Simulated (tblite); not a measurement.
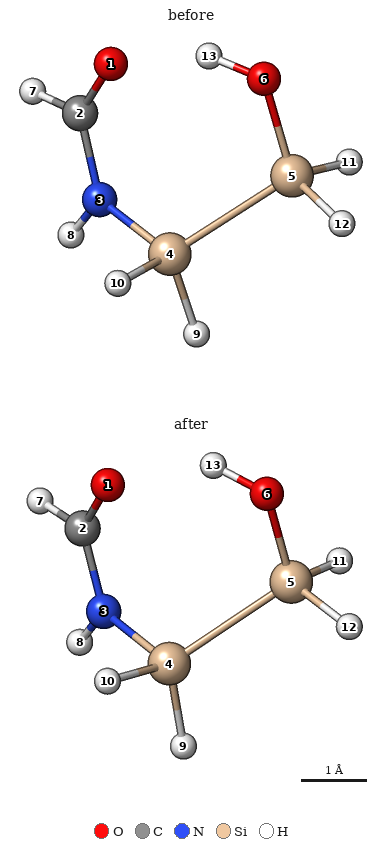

The structure of CH7NO2Si2 before (top) and after (bottom) a relaxation, at one scale.

The picture is a ball-and-stick view, seen at a tilt.

Theory: GFN2-xTB geometry optimisation, gas phase in tblite 0.8.0. 

**Summarise the run.**

The largest moves after the best rigid fit, 0.25 Å, are those of H9 and H13. Largest moves by element: H 0.25 Å, O 0.20 Å, Si 0.11 Å, C 0.11 Å, N 0.10 Å. Some distances before and after: N3–Si4 1.730 → 1.784 Å, Si5–O6 1.665 → 1.616 Å, C2–N3 1.374 → 1.332 Å, Si4–H10 1.495 → 1.471 Å. Bond angles that change, for instance: N3–Si4–H9 106.0° → 98.4°, Si5–Si4–H10 111.4° → 118.6°, Si5–Si4–H9 110.1° → 116.6°. After 67 geometry steps the energy has fallen by 23.9 kJ/mol. The run took 0.64 s on 1 thread of Arm Neoverse N1 (shared host).
